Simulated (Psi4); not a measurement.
# PBE0/def2-TZVP (core potential) run of SiSbH5 (SMILES [H][Sb]([H])[SiH3])

Aim: the vertical ionisation energy of SiSbH5 at PBE0/def2-TZVP (core potential), from 2 runs. 

The calculation is run with Psi4 1.11.

3 further runs of the same task are left out: 3 set aside as unsound or not needed.

## 1. The structure to begin with

The species is SiSbH5 (7 atoms), meant as a singlet with charge 0. SMILES: `[H][Sb]([H])[SiH3]`. Geometry: a GFN2-xTB relaxation, a rough one for these elements and not checked as a minimum.

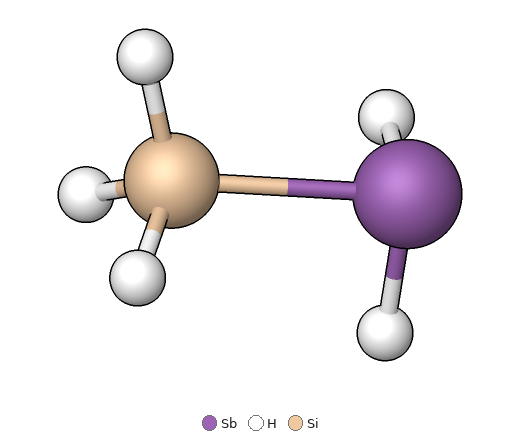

Viewed from a chosen angle; antimony purple, hydrogen white, silicon light orange.

## 2. Energy and gradient at PBE0/def2-TZVP (core potential)

The input, run.py:

```python
import psi4

psi4.set_memory(1600000000)
psi4.set_num_threads(1)
psi4.set_output_file('run.log', False)

geom = psi4.geometry("""
0 1
Sb     0.597850     1.098380     1.155690
H      1.971330     1.047760     0.168440
H     -0.060380     2.246590     0.101670
Si    -0.451710    -0.784440    -0.176280
H     -0.495060    -0.611890    -1.626310
H     -1.828920    -0.967870     0.281020
H      0.266890    -2.028520     0.095770
symmetry c1
no_reorient
no_com
""")

options = {'reference': 'rks', 'puream': True, 'e_convergence': 1e-09, 'd_convergence': 1e-08, 'scf_type': 'pk', 'dft_radial_points': 99, 'dft_spherical_points': 590}
psi4.set_options(options)

energy_value, wavefunction = psi4.gradient("pbe0/def2-TZVP", molecule=geom, return_wfn=True)
psi4.oeprop(wavefunction, "DIPOLE", "MULLIKEN_CHARGES", "MAYER_INDICES", title="PBE0")
print('gradient / Eh bohr^-1')
print(energy_value.np.round(6))
print(f'energy = {wavefunction.energy():.10f} Eh')
```

Run with:

```sh
$ python run.py
```

run.log:

```text
[...]
    !!!  WARNING: ECP capability is in beta. Please check occupations closely.  !!!
[...]
  Running in c1 symmetry.
[...]
  Nuclear repulsion =  114.304991523602155
[...]
  Multiplicity = 1
[...]
  Nalpha       = 21
  Nbeta        = 21
[...]
    Number of basis functions: 117
[...]
   @RKS iter   1:  -532.31189910477644   -1.43039e+00   7.04683e-03 ADIIS/DIIS
[...]
   @RKS iter  11:  -532.62127281972278   -3.86535e-12   1.62114e-09 DIIS
[...]
    Orbital Energies [Eh]
    ---------------------
    Doubly Occupied:
       1A    -66.240375     2A     -5.757914     3A     -5.324829
       4A     -3.977121     5A     -3.976329     6A     -3.972311
       7A     -3.658657     8A     -3.657762     9A     -3.657657
      10A     -1.316082    11A     -1.315180    12A     -1.312205
      13A     -1.311152    14A     -1.308995    15A     -0.611170
      16A     -0.533106    17A     -0.374709    18A     -0.368953
      19A     -0.344070    20A     -0.315268    21A     -0.270512
[...]
  @RKS Final Energy:  -532.62127281972278
   => Energetics <=
    Nuclear Repulsion Energy =            114.3049915236021548
    One-Electron Energy =               -1052.1997829424215070
    Two-Electron Energy =                 437.1838248134059768
    DFT Exchange-Correlation Energy =     -31.9103062143095002
    Empirical Dispersion Energy =           0.0000000000000000
    VV10 Nonlocal Energy =                  0.0000000000000000
    Total Energy =                       -532.6212728197227761
[...]
  -Total Gradient:
     Atom            X                  Y                   Z
    ------   -----------------  -----------------  -----------------
       1       -0.002176584450    -0.003272170249    -0.005182921825
       2       -0.005289931710     0.001183644506     0.001245197866
       3        0.003784136868    -0.003913640448     0.001415037266
       4        0.001578250282     0.001721493397    -0.000073389336
       5       -0.001247884706    -0.003729990218     0.009148067270
       6        0.008905568763     0.000514285042    -0.003662393156
       7       -0.005554573405     0.007495670889    -0.002886040233
[...]
 Multipole Moments:
 ------------------------------------------------------------------------------------
     Multipole            Electronic (a.u.)      Nuclear  (a.u.)        Total (a.u.)
 ------------------------------------------------------------------------------------
 L = 1.  Multiply by 2.5417464519 to convert [e a0] to [Debye]
 Dipole X            :        -13.7425775           13.7580944            0.0155169
 Dipole Y            :        -26.3558737           26.3931434            0.0372697
 Dipole Z            :        -43.6308852           43.7160549            0.0851697
 Magnitude           :                                                    0.0942533
[...]
  Mulliken Charges: (a.u.)
   Center  Symbol    Alpha    Beta     Spin     Total
       1    SB    11.48671 11.48671  0.00000  0.02659
       2     H     0.49826  0.49826  0.00000  0.00348
       3     H     0.49781  0.49781  0.00000  0.00438
       4    SI     6.99868  6.99868  0.00000  0.00264
       5     H     0.50427  0.50427  0.00000 -0.00855
       6     H     0.50756  0.50756  0.00000 -0.01511
       7     H     0.50671  0.50671  0.00000 -0.01342
   Total alpha = 21.00000, Total beta = 21.00000, Total charge =  0.00000
  Mayer Bond Indices:
[...]
```

The script printed:

```text
gradient / Eh bohr^-1
[[-2.177e-03 -3.272e-03 -5.183e-03]
 [-5.290e-03  1.184e-03  1.245e-03]
 [ 3.784e-03 -3.914e-03  1.415e-03]
 [ 1.578e-03  1.721e-03 -7.300e-05]
 [-1.248e-03 -3.730e-03  9.148e-03]
 [ 8.906e-03  5.140e-04 -3.662e-03]
 [-5.555e-03  7.496e-03 -2.886e-03]]
energy = -532.6212728197 Eh
```

Wall time 22 s (1 thread of AMD EPYC 9R45 (Zen 5), shared host); peak memory 0.7 GiB.

## 3. The doublet cation, same level

The input, input.dat:

```
memory 1600 MB

molecule {
  1 2
  Sb     0.597850     1.098380     1.155690
  H      1.971330     1.047760     0.168440
  H     -0.060380     2.246590     0.101670
  Si    -0.451710    -0.784440    -0.176280
  H     -0.495060    -0.611890    -1.626310
  H     -1.828920    -0.967870     0.281020
  H      0.266890    -2.028520     0.095770
  units angstrom
  symmetry c1
}

set {
  basis def2-TZVP
  reference uks
  puream true
  e_convergence 1e-09
  d_convergence 1e-08
  scf_type pk
  dft_radial_points 99
  dft_spherical_points 590
  maxiter 200
}

result, w = gradient("pbe0", return_wfn=True)
oeprop(w, "DIPOLE", "MAYER_INDICES", "QUADRUPOLE")
print_variables()
```

Run with:

```sh
$ psi4 -n 1 input.dat output.dat
```

output.dat:

```text
[...]
    !!!  WARNING: ECP capability is in beta. Please check occupations closely.  !!!
[...]
  Running in c1 symmetry.
[...]
  Nuclear repulsion =  114.304991523602141
[...]
  Multiplicity = 2
[...]
  Nalpha       = 21
  Nbeta        = 20
[...]
    Number of basis functions: 117
[...]
   @UKS iter   1:  -532.04079990018192   -1.04697e+00   6.25439e-03 DIIS/ADIIS
[...]
   @UKS iter  15:  -532.27645765570037   -1.01181e-11   5.96184e-09 DIIS
[...]
   @S^2 Observed:                7.553106523E-01
[...]
    Orbital Energies [Eh]
    ---------------------
    Alpha Occupied:
       1A    -66.457593     2A     -6.024794     3A     -5.541509
       4A     -4.247370     5A     -4.240304     6A     -4.238524
       7A     -3.878982     8A     -3.872746     9A     -3.872588
      10A     -1.584994    11A     -1.582375    12A     -1.580638
      13A     -1.576382    14A     -1.573822    15A     -0.857345
      16A     -0.744581    17A     -0.588611    18A     -0.575322
      19A     -0.546000    20A     -0.537543    21A     -0.530750
    Alpha Virtual:
      22A     -0.232265    23A     -0.225788    24A     -0.175517
      25A     -0.157333    26A     -0.154377    27A     -0.097903
[...]
  @UKS Final Energy:  -532.27645765570037
   => Energetics <=
    Nuclear Repulsion Energy =            114.3049915236021405
    One-Electron Energy =               -1042.1914935083329965
    Two-Electron Energy =                 427.3124621449834990
    DFT Exchange-Correlation Energy =     -31.7024178159529448
    Empirical Dispersion Energy =           0.0000000000000000
    VV10 Nonlocal Energy =                  0.0000000000000000
    Total Energy =                       -532.2764576557003693
[...]
  -Total Gradient:
     Atom            X                  Y                   Z
    ------   -----------------  -----------------  -----------------
       1       -0.005301383023    -0.007354198678     0.022574248844
       2       -0.009483655449    -0.003576829165    -0.009202298636
       3        0.002170122392    -0.010215143406    -0.008941832029
       4        0.025251531714     0.043572883652     0.000953259727
       5       -0.008290278631    -0.017744227538     0.008147623287
       6        0.005537360653    -0.005750465419    -0.006832351034
       7       -0.009884880684     0.001066970577    -0.006696019310
[...]
 Multipole Moments:
 ------------------------------------------------------------------------------------
     Multipole            Electronic (a.u.)      Nuclear  (a.u.)        Total (a.u.)
 ------------------------------------------------------------------------------------
 L = 1.  Multiply by 2.5417464519 to convert [e a0] to [Debye]
 Dipole X            :         16.7877901          -16.9217362           -0.1339461
 Dipole Y            :         30.3641994          -30.6044004           -0.2402009
 Dipole Z            :         25.0246724          -25.2820440           -0.2573716
 Magnitude           :                                                    0.3766672
 L = 2.  Multiply by 1.3450342976 to convert [e a0^2] to [Debye ang]
 Quadrupole XX       :        -94.8685836           68.8341907          -26.0343929
 Quadrupole XY       :        -85.6685400           87.6962087            2.0276687
[...]
```

Run time: 35 s. Hardware: 1 thread of AMD EPYC 9R45 (Zen 5), shared host; peak memory 0.7 GiB.

## 4. What came out

At PBE0/def2-TZVP (core potential):

| quantity | value |
| --- | --- |
| singlet SiSbH5: total energy | -532.62127 Eh |
| singlet SiSbH5: dipole moment | 0.24 D |
| singlet SiSbH5: HOMO energy | -7.36 eV |
| singlet SiSbH5: LUMO energy | -0.41 eV |
| singlet SiSbH5: HOMO–LUMO gap | 6.95 eV |
| singlet SiSbH5: largest force on an atom | 0.512 eV/Å |
| doublet cation: total energy | -532.27646 Eh |
| doublet cation: HOMO energy (highest over α and β) | -14.34 eV |
| doublet cation: LUMO energy (lowest over α and β) | -11.39 eV |
| doublet cation: ⟨S²⟩ | 0.755 |
| doublet cation: largest force on an atom | 2.590 eV/Å |
| vertical ionisation energy (to the doublet cation) | 9.383 eV |

**Reading.** Removing an electron at fixed nuclei costs 9.38 eV (216 kcal/mol). The largest force (singlet SiSbH5) is 0.51 eV/Å: the shape isn't a stationary point for this species at this level. The negative HOMO energy of the first species, 7.36 eV, lies 2.02 eV below that difference.
